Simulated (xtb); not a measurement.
# Single-point calculation of GaH$_{2}$SF$_{3}$ (charge +1)

The run: single-point calculation of GaH$_{2}$SF$_{3}$, charge +1, multiplicity 2. Method and program: GFN2-xTB, CPCM-X solvent ethanol (xtb 6.7.1).

The geometry is that of the parent species in another charge or spin state. The geometry comes from this level: PBE0-D4/def2-TZVP.

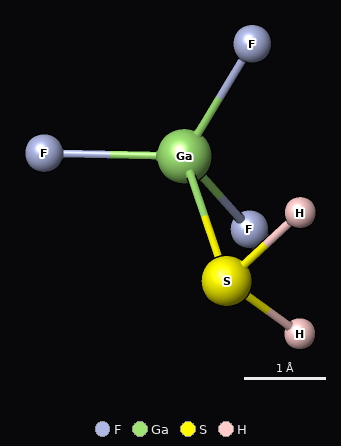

**Figure 1.** The structure (ball-and-stick view, seen at a tilt). Sticks mark near contacts. Bond lengths as drawn: F–Ga 1.74 to 1.75 Å, Ga–S 2.49 Å and H–S 1.35 Å.

The input (input.xyz):
```
7

F     -0.74450000    -0.99340000     1.55610000
Ga     0.37910000    -0.90960000     0.21340000
F      2.07950000    -1.07570000     0.56380000
F     -0.19670000    -1.48390000    -1.33920000
S      0.12120000     1.52070000    -0.24690000
H     -0.95950000     1.59850000     0.55230000
H     -0.61770000     1.27510000    -1.34520000
```

File xtb.inp:
```
$scc
   broydamp=0.2
   maxiterations=30
$end
```

Command:
```bash
xtb input.xyz -c 1 --uhf 1 --cpcmx ethanol --etemp 2000 -I xtb.inp --sp --gfn 2 -v > run.log
```

The program's output:
```
########################################################################
[ERROR] Program stopped due to fatal error
-2- Command line argument parsing failed
-1- prog_main_parseArguments: The CPCM-X library was not included in this version of xTB.
########################################################################
```

Standard error:
```
ERROR STOP
Error termination. Backtrace:
abnormal termination of xtb
```

Outcome:

- outcome: refused by the program
- hardware: 1 thread of Arm Neoverse V1, 24 GiB of memory available, shared host

Diagnosis:

Settings chosen away from the usual ones: method = gfn2-xtb; task = energy; x = {"etemp": 2000, "broyden_damping": 0.2, "max_iter": 30}; partner = cation; sm = CPCM-X; solvent = ethanol. The program refused the input.
